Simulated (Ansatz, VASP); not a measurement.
# Cross-check of NaV2P2 between VASP and Ansatz

Aim: how closely do two programs agree when they are given the same cell, functional and k mesh? The cell is invented: As first built, before any earlier steps moved the atoms: it takes the KFe2P2 structure with some of its atoms replaced by other elements, volume scaled by an estimate. It may not be a known or stable phase. The cell comes out of the VASP series on this material, whose earlier steps may have relaxed, scaled or displaced it; both programs get it as it stands.

Main program and level: Ansatz 0.2.0; plane waves, with VASP 6.6.1 beside it; relaxation of cell and atoms at PBE.

## 1. The starting structure

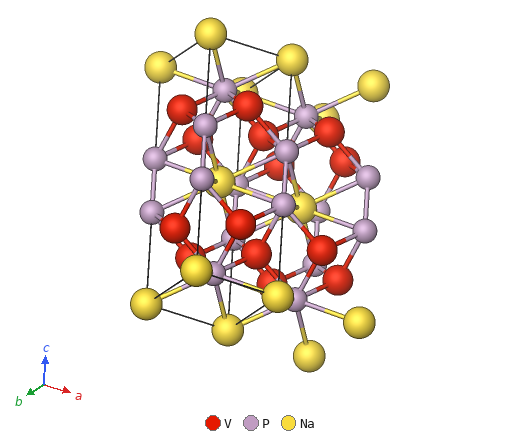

Start, viewed from a free direction; vanadium red, phosphorus pink, sodium yellow. 2×1×1 cells are drawn. This picture shows the conventional cell, with its axes. Some periodic images of atoms are drawn too.

## 2. Ansatz: relaxation of cell and atoms, PBE

Ansatz runs on its default PAW (the set named soft_2) files.

The relaxed volume is the usual yardstick between codes: its relative difference is about their pressure difference at one cell divided by the bulk modulus.

Input file input.yaml:

```yaml
crystal:
  lattice:
    - [-1.9110641268, 1.9110641268, 5.267973627]
    - [1.9110641268, -1.9110641268, 5.267973627]
    - [1.9110641268, 1.9110641268, -5.267973627]
  atoms:
    - { symbol: V, position: [0.75, 0.25, 0.5], spin: 2.0 }
    - { symbol: V, position: [0.25, 0.75, 0.5], spin: 2.0 }
    - { symbol: P, position: [0.3871222616, 0.3871222616, 0.0] }
    - { symbol: P, position: [0.6128777384, 0.6128777384, 0.0] }
    - { symbol: Na, position: [0.0, 0.0, 0.0] }
hamiltonian:
  xc: pbe
  pseudopotentials: { kind: paw }
magnetization:
  spin_polarized: true
kpoints:
  mp_grid: { grid: [7, 7, 7] }
scf:
  occupations: { method: fermi_dirac, width: 0.05 }
relax:
  f_tol: 0.01
  max_steps: 60
  cell: { stress_tol: 0.05 }
output:
  forces: true
  stress: true
  write_density: true
  write_potential: true
  elf: true
  volumetric_format: npy
```

Launch:

```console
ansatz run input.yaml --threads 4 --pin off --max-ram 9216MiB --backend cpu --events-out ev --progress --plain --runs-dir out
```

Numbers of over 12 decimals in the logs are rounded to 6 here.

What it wrote:

```text
Engine: ansatz 0.2.0, aarch64-unknown-linux-gnu
Pseudopotentials: kind: paw
Pseudopotential: V, paw, valence charge 13, recommended cutoff 420 eV (normal), V.paw.azcp
Pseudopotential: P, paw, valence charge 5, recommended cutoff 420 eV (normal), P.paw.azcp
Pseudopotential: Na, paw, valence charge 9, recommended cutoff 420 eV (normal), Na.paw.azcp
Functional definition: PBE
  parameter kappa = 0.804
  parameter beta = 0.066725
  exchange = pbe_x(kappa = kappa, mu = beta*pi^2/3)
  correlation = pbe_c(beta = beta)
Crystal: 5 atoms, lattice volume = 76.958 Å³
Basis set: ecut = 420 eV, 1509 PW (Γ), exchange–correlation on 80×80×80 points (8 copies of the dense FFT grid, shifted against one another)
Bands: 30, of which v1, the nominal top of the filled ones, is band 23 counted from 1 (22 counted from 0)
Symmetry: 16 space group operations
Space group: I4/mmm (ITA 139), of the structure as read, at distance tolerance 4.3e-5 Å
Magnetic group: BNS 139.531 (UNI 1191), of the structure as read, at distance tolerance 4.3e-5 Å
k-points: 40 of 343
Non-local potential: V, projectors of the file, l = 0: 3, l = 1: 2, l = 2: 3, l = 3: 1
Non-local potential: P, projectors of the file, l = 0: 2, l = 1: 2, l = 2: 2
Non-local potential: Na, projectors of the file, l = 0: 3, l = 1: 2, l = 2: 1
PAW form: soft (Blöchl's): semilocal exchange-correlation on the pseudo side does not see the compensation charge
PAW one-centre angular grid: V, 590 points (default); XC on 64 Gauss nodes
PAW one-centre angular grid: P, 110 points (default); XC on 64 Gauss nodes
PAW one-centre angular grid: Na, 110 points (default); XC on 64 Gauss nodes
Initial density: superposition of atomic densities (chi_scale 0.1, normalization cell, long waves kept (reshape's long-wave potential 0.01 eV rms))
Starting moments: Σ|m| = 4 μB on 2 of 5 sites
Initial wavefunctions: pseudopotential atomic-orbital guess
Functional: x = pbe(κ = 0.804, μ = 0.219515), c = pbe(β = 0.066725)
SCF iter   1: F=—  HF=-8824.050153 eV  |F-HF|=—  |Δ(HF+E_count)|=         —  Δρ=4.57e-2 (↑4.57e-2 ↓3.37e-2)  dr2=2.41e0  dr2_m=7.24e-1  M=2.437 μB ∫|m|=2.854 μB  β_m=0.30  ethr=3.10e-3  ⟨swp⟩=6.3  Hψ=9999  notcnv=0
Mixer restart at iter 1: flushing history
preconditioner: auto → Kerker (q_TF=auto, 2.495 Å⁻¹)  [metal: Δε(μ)=0.032 eV  Ē_g=6.964 eV  σ=0.050 eV  W_gap=0.16  n_scr=24 (ndim 8)  ℏωp=19.4 eV  f_vac=0.000  D(μ)=3.31/eV (n_scr^D=32)]
spin=Collinear: Kerker preconditioning applied to the charge; magnetization (m = ρ↑ − ρ↓) channel mixes plain (no charge-response kernel on spin).
SCF iter   2: F=—  HF=-8824.093624 eV  |F-HF|=—  |Δ(HF+E_count)|=   4.35e-2  Δρ=3.15e-2 (↑3.15e-2 ↓2.99e-2)  dr2=1.75e0  dr2_m=4.49e-1  M=2.268 μB ∫|m|=2.712 μB  β_m=0.65  ethr=3.10e-3  ⟨swp⟩=2.0  Hψ=3492  notcnv=0  defer=84
SCF iter   3: F=—  HF=-8825.061041 eV  |F-HF|=—  |Δ(HF+E_count)|=   9.67e-1  Δρ=1.88e-2 (↑1.88e-2 ↓1.57e-2)  dr2=3.75e-1  dr2_m=1.79e-1  M=1.437 μB ∫|m|=1.932 μB  β_m=0.80  ethr=3.10e-3  ⟨swp⟩=2.6  Hψ=3724  notcnv=0  defer=90
SCF iter   4: F=—  HF=-8825.164667 eV  |F-HF|=—  |Δ(HF+E_count)|=   1.04e-1  Δρ=1.43e-2 (↑1.43e-2 ↓7.56e-3)  dr2=1.04e-1  dr2_m=7.11e-2  M=0.602 μB ∫|m|=1.016 μB  β_m=0.90  ethr=8.34e-4  ⟨swp⟩=3.1  Hψ=4484  notcnv=0  defer=73
SCF iter   5: F=—  HF=-8825.506019 eV  |F-HF|=—  |Δ(HF+E_count)|=         —  Δρ=1.94e-2 (↑1.94e-2 ↓1.18e-2)  dr2=6.87e-2  dr2_m=1.68e-1  M=0.074 μB ∫|m|=0.290 μB  β_m=0.90  ethr=2.31e-4  ⟨swp⟩=2.6  Hψ=3777  notcnv=0  defer=73
Mixer restart at iter 5: flushing history
SCF iter   6: F=—  HF=-8825.493957 eV  |F-HF|=—  |Δ(HF+E_count)|=   1.21e-2  Δρ=7.58e-3 (↑2.66e-3 ↓7.58e-3)  dr2=2.87e-2  dr2_m=1.43e-2  M=0.024 μB ∫|m|=0.113 μB  β_m=0.95  ethr=1.53e-4  ⟨swp⟩=2.9  Hψ=5033  notcnv=0  defer=55
SCF iter   7: F=—  HF=-8825.498092 eV  |F-HF|=—  |Δ(HF+E_count)|=   4.13e-3  Δρ=4.03e-3 (↑4.03e-3 ↓1.77e-3)  dr2=1.82e-2  dr2_m=1.53e-3  M=0.009 μB ∫|m|=0.043 μB  β_m=0.86  ethr=6.38e-5  ⟨swp⟩=2.6  Hψ=5096  notcnv=0  defer=38
SCF iter   8: F=—  HF=-8825.494577 eV  |F-HF|=—  |Δ(HF+E_count)|=   3.51e-3  Δρ=4.33e-4 (↑2.40e-4 ↓4.33e-4)  dr2=3.51e-4  dr2_m=6.00e-5  M=0.002 μB ∫|m|=0.012 μB  β_m=0.93  ethr=4.05e-5  ⟨swp⟩=2.0  Hψ=4752  notcnv=0  defer=47
SCF iter   9: F=—  HF=-8825.494579 eV  |F-HF|=—  |Δ(HF+E_count)|=   1.49e-6  Δρ=1.22e-4 (↑1.10e-4 ↓1.22e-4)  dr2=4.58e-5  dr2_m=8.01e-8  M=0.000 μB ∫|m|=0.000 μB  β_m=0.96  ethr=7.80e-7  ⟨swp⟩=2.2  Hψ=3301  notcnv=0  defer=47
SCF iter  10: F=—  HF=-8825.494595 eV  |F-HF|=—  |Δ(HF+E_count)|=   1.64e-5  Δρ=4.15e-5 (↑4.15e-5 ↓3.75e-5)  dr2=7.54e-6  dr2_m=1.14e-8  M=0.000 μB ∫|m|=0.000 μB  β_m=0.98  ethr=1.02e-7  ⟨swp⟩=2.0  Hψ=2994  notcnv=0  defer=47
SCF iter  11: F=—  HF=-8825.494593 eV  |F-HF|=—  |Δ(HF+E_count)|=   1.95e-6  Δρ=2.50e-5 (↑2.50e-5 ↓1.81e-5)  dr2=1.68e-6  dr2_m=2.69e-8  M=-0.000 μB ∫|m|=0.000 μB  β_m=0.92  ethr=1.68e-8  ⟨swp⟩=2.0  Hψ=4055  notcnv=0  defer=47
SCF iter  12: F=—  HF=-8825.494593 eV  |F-HF|=—  |Δ(HF+E_count)|=   2.90e-7  Δρ=1.22e-5 (↑1.22e-5 ↓5.77e-6)  dr2=3.14e-7  dr2_m=1.79e-8  M=-0.000 μB ∫|m|=0.000 μB  β_m=0.96  ethr=3.73e-9  ⟨swp⟩=2.0  Hψ=4020  notcnv=0  defer=47
SCF iter  13: F=—  HF=-8825.494593 eV  |F-HF|=—  |Δ(HF+E_count)|=   2.43e-8  Δρ=7.30e-7 (↑7.30e-7 ↓6.76e-7)  dr2=7.78e-10  dr2_m=2.17e-10  M=-0.000 μB ∫|m|=0.000 μB  β_m=0.98  ethr=6.97e-10  ⟨swp⟩=2.0  Hψ=3469  notcnv=0  defer=47
SCF iter  14: F=-8825.494593 eV  HF=-8825.494593 eV  |F-HF|=8.37e-11  |Δ(HF+E_count)|=  6.49e-10  Δρ=2.33e-7 (↑2.16e-7 ↓2.33e-7)  dr2=2.02e-10  dr2_m=8.36e-12  M=-0.000 μB ∫|m|=0.000 μB  ethr=1.73e-12  ⟨swp⟩=4.8  Hψ=11932  notcnv=0
WARN: the starting moments were not kept: the SCF closed with an absolute magnetisation of 4.2e-6 μB, where they sum to 4 μB in size (2 sites). That is at most 0.1 of that sum. Measured as dr2_m measures the in/out step, that magnetisation stands 1.0e-12 eV from none, at or under the dr2_threshold of 1.0e-7 eV: it is no larger than a step whose dr2_m would equal this threshold. The system may hold no moment; this SCF [...]
SCF 1 converged in 14 iterations: F = -8825.494593 eV  dr2 = 2.02e-10
  greatest PAW one-centre occupation: 1.000 electrons in one spin orbital (limit 2), on the V atom at site 1 (counted from 0), in its partial waves of l = 0
relax step   1: F+E_penalty+E_count = -8825.49459301 eV  Δ(F+E_penalty+E_count) = +0.000e0 eV  max|allowed force component| = 1.359e-2 eV/Å  Δτ_max = 0.0000 Å  P = +0.363 GPa  Ω = 76.958 Å³  (14 SCF iters, dr2 threshold 1.00e-7 eV, accepted)
[...]
relax step   2: F+E_penalty+E_count = -8825.49517910 eV  Δ(F+E_penalty+E_count) = -5.861e-4 eV  max|allowed force component| = 1.814e-2 eV/Å  Δτ_max = 0.0010 Å  P = +0.117 GPa  Ω = 77.090 Å³  energy of the carried Pulay correction = -3.367e-5 eV  (6 SCF iters, dr2 threshold 5.00e-7 eV, accepted)
[...]
relax step   3: F+E_penalty+E_count = -8825.49525010 eV  Δ(F+E_penalty+E_count) = -7.100e-5 eV  max|allowed force component| = 1.099e-2 eV/Å  Δτ_max = 0.0012 Å  P = +0.000 GPa  Ω = 77.193 Å³  energy of the carried Pulay correction = -6.001e-5 eV  (7 SCF iters, dr2 threshold 1.14e-7 eV, accepted)
[...]
relax step   4: F+E_penalty+E_count = -8825.49525459 eV  Δ(F+E_penalty+E_count) = -4.486e-6 eV  max|allowed force component| = 1.134e-3 eV/Å  Δτ_max = 0.0008 Å  P = -0.003 GPa  Ω = 77.214 Å³  energy of the carried Pulay correction = -6.529e-5 eV  (5 SCF iters, dr2 threshold 7.55e-9 eV, accepted)
[...]
relax step   5: F+E_penalty+E_count = -8825.49532125 eV  Δ(F+E_penalty+E_count) = -6.666e-5 eV  max|allowed force component| = 1.155e-3 eV/Å  Δτ_max = 0.0000 Å  P = -0.003 GPa  Ω = 77.214 Å³  stress off target by 3.42e-3 GPa  SCF on the basis re-selected at this cell (its energy is not comparable with the rows above)  (7 SCF iters)
basis re-selected at this cell: Δ(F+E_penalty+E_count) = -6.666e-5 eV, ΔP = +0.000 GPa vs the last step (what re-selecting the basis moved, of the pressure what is left beyond the Pulay correction that the steps carried, after the strain that the cell walked since its last selection, with what the two solves' SCF thresholds leave and, on support functions, any second-order correction that the steps lacked; it is no m [...]
SCF converged after 7 iterations
Magnetization: 0.0000 μB (22.5000 up, 22.5000 down)
Absolute magnetization: 0.0000 μB (∫|ρ↑−ρ↓|, with the PAW one-centre terms)
Spin contamination: 0.0000 ħ² per cell (⟨S²⟩ above its minimum at these occupations)
Per-site moments (μB) at R_I (Å): [(1.7623539853245146e-9, 0.989220), (1.7623539711646109e-9, 0.989220), (-6.908460188422843e-10, 0.986057), (-6.908460161393565e-10, 0.986057), (-7.974614934781063e-11, 1.218560)]
Free energy (F): -8825.495321 eV
Harris-Foulkes:  -8825.495321 eV  (|F-HF|=1.09e-11)
Internal energy: -8825.488947 eV  (E = F + TS)
E sigma→0 (E₀):  -8825.492134 eV
Entropy (-TS):   -0.006374 eV (-1.275 meV/atom)
Fermi energy:    11.072222 eV
--- Per-component energies (eV) ---
  E_band       = -552.678915
  E_kinetic    = 939.584226
  E_local      = -4003.144941  (includes V_loc(G=0)·N_el)
  E_nonlocal   = 91.637957
  E_hartree    = 1688.349281
  E_xc         = -425.649270
  E_vxc        = -506.113665  (∫ρ·V_xc dr)
  E_paw        = -3627.993598  (= ΣΔE_a)
  E_vpaw       = -451.341329  (= ΣTr[D̂ρ^β])
  E_aug_tail   = 0.000518  (compensation charges beyond the density's cutoff)
  E_ewald      = -3488.273120
  E_smearing   = -0.006374  (= −TS)
  E_closure    = -0.000000  (closes the sum)
  Σ components = -8825.495321   (vs F -8825.495321, Δ=0.00e0)
--- Forces (eV/Å), atoms counted from 1 ---
  atom   1  V      0.00000000     0.00000000     0.00000000
  atom   2  V     -0.00000000    -0.00000000     0.00000000
  atom   3  P     -0.00000000     0.00000000    -0.00115452
  atom   4  P      0.00000000     0.00000000     0.00115452
  atom   5  Na     0.00000000     0.00000000    -0.00000000
  max |Σ_I F_I| component: 2.17e-17 eV/Å
--- Stress (GPa, compression-positive) ---
       -0.002398       0.000000       0.000000
        0.000000      -0.002398       0.000000
        0.000000      -0.000000      -0.003416
  P = ⅓ Tr σ = -0.0027 GPa (-0.027 kbar)
--- Band table (eV; the first three rows and the last of 80) ---
  k-point 0 ↑: bands = [... 19 lower, 9.4744, 9.4744, 10.5048, 11.5010, 12.8371, 12.8371, 13.0375, 13.2059, ... 3 higher]
  k-point 1 ↑: bands = [... 19 lower, 9.3576, 9.3882, 10.4764, 11.5433, 12.2435, 12.2981, 12.4733, 12.8587, ... 3 higher]
  k-point 2 ↑: bands = [... 19 lower, 9.3298, 9.7081, 10.1678, 10.9928, 11.4056, 12.0047, 12.1264, 12.1984, ... 3 higher]
  k-point 39 ↓: bands = [... 19 lower, 8.4542, 9.3167, 10.3454, 11.2339, 12.3959, 12.8382, 12.8563, 13.5452, ... 3 higher]
--- Relaxed structure (4 steps of the walk, 4 accepted, 1 SCFs on fresh bases) ---
  F+E_penalty+E_count = -8825.49532125 eV   max|allowed force component| = 1.155e-3 eV/Å   (the final SCF, on the basis selected at the relaxed cell)
  cell:  # Å, volume = 77.2139 Å³
    - [-1.910245, 1.910245, 5.290025]
    - [1.910245, -1.910245, 5.290025]
    - [1.910245, 1.910245, -5.290025]
  atoms:
    - { symbol: V, position: [0.750000, 0.25, 0.500000] }
    - { symbol: V, position: [0.25, 0.750000, 0.500000] }
    - { symbol: P, position: [0.387031, 0.387031, 0] }
    - { symbol: P, position: [0.612969, 0.612969, 0] }
    - { symbol: Na, position: [0, 0, 0] }
```

It took 15 s on 4 threads of Arm Neoverse V2, shared host; peak memory 0.53 GiB.

(Continued in part 2 of 2.)

[Lines on the potential files, build, host, timing and source positions are cut from VASP's logs without a mark.]

[Logs are printed without paths, hosts, clocks, repeated set-up lines and the standing remarks that a program may print on its own settings, such as how far it seeks lower states.]

[Hosts, paths, dates, database ids (printed as entryN), source tags and the programs' standing remarks are cut or masked in the printed files.]
